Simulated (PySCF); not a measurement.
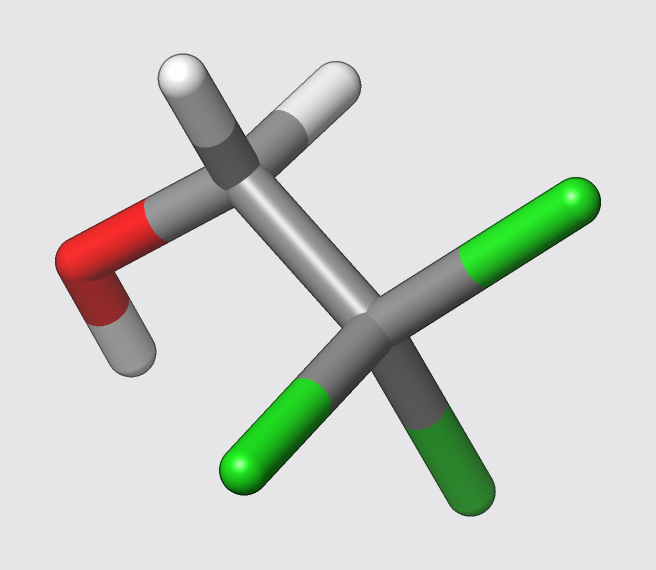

Rendered structure (stick style). Colours: oxygen red, carbon grey, chlorine green, hydrogen white.

The geometry was computed by an optimisation with PBE0-D3(BJ)/def2-SVP. No frequency run is at hand to confirm it as a minimum.

Identify the structure.

The molecule is C2H3Cl3O. SMILES: `OCC(Cl)(Cl)Cl`. It has no ring. Among its groups: alcohol, C–Cl bond. This geometry has C1 symmetry. Coordination: 1 O bent; 2 C tetrahedral.

More results for the same structure follow; atom numbers are the same in all pictures, views and colours differ.

## NMR shielding

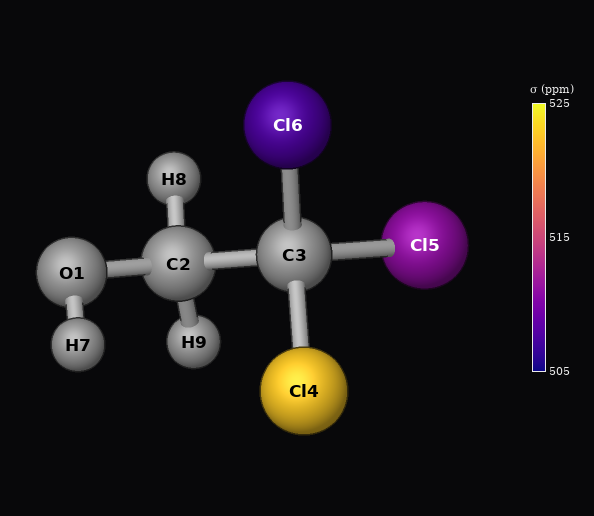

Atoms are coloured by their isotropic NMR shieldings (Cl only, the others grey). No frequency run is at hand to confirm it as a minimum. Method: GIAO PBE0/def2-TZVP NMR shielding, non-relativistic, gas phase (PySCF 2.14.0).

List the isotropic NMR shieldings of the Cl atoms.

```csv
atom,σ (ppm)
Cl4,522.8
Cl5,511.0
Cl6,507.6
```

## Charges

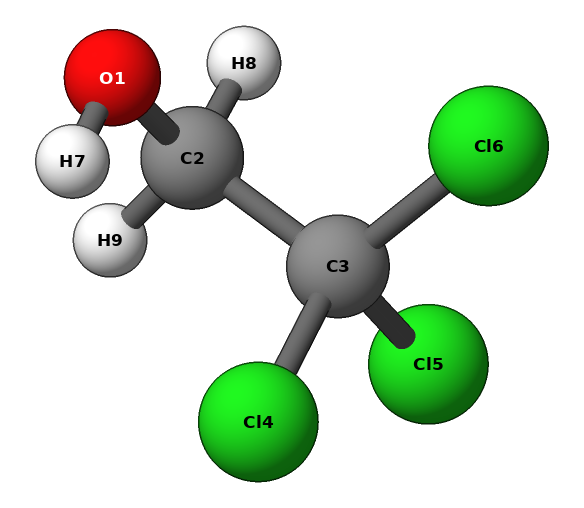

The questions are on ESP-fitted charges. No frequency run is at hand to confirm it as a minimum. Properties computed with PBE0/def2-SVP, gas phase (PySCF 2.14.0).

List the ESP-fitted charges.

```tsv
atom	value (e)
O1	−0.48
C2	0.01
C3	−0.43
Cl4	0.06
Cl5	0.06
Cl6	0.09
H7	0.39
H8	0.18
H9	0.11
```

## Levels of theory compared

No frequency run is at hand to confirm it as a minimum. Program: PySCF 2.14.0.

Compare dipole (D), HOMO–LUMO gap (eV), HOMO energy (eV) at these levels: PBE0/6-311+G(2d,p); PBE0/6-31G; PBE0/6-31G*; PBE0/STO-3G; PBE0/def2-SVP; PBE0/def2-TZVP.

```tsv
level	dipole (D)	HOMO–LUMO gap (eV)	HOMO energy (eV)
PBE0/6-311+G(2d,p)	1.20	7.64	−8.76
PBE0/6-31G	1.51	7.71	−8.66
PBE0/6-31G*	1.31	7.65	−8.53
PBE0/STO-3G	1.68	7.45	−5.59
PBE0/def2-SVP	1.17	8.23	−8.46
PBE0/def2-TZVP	1.17	7.81	−8.68
```
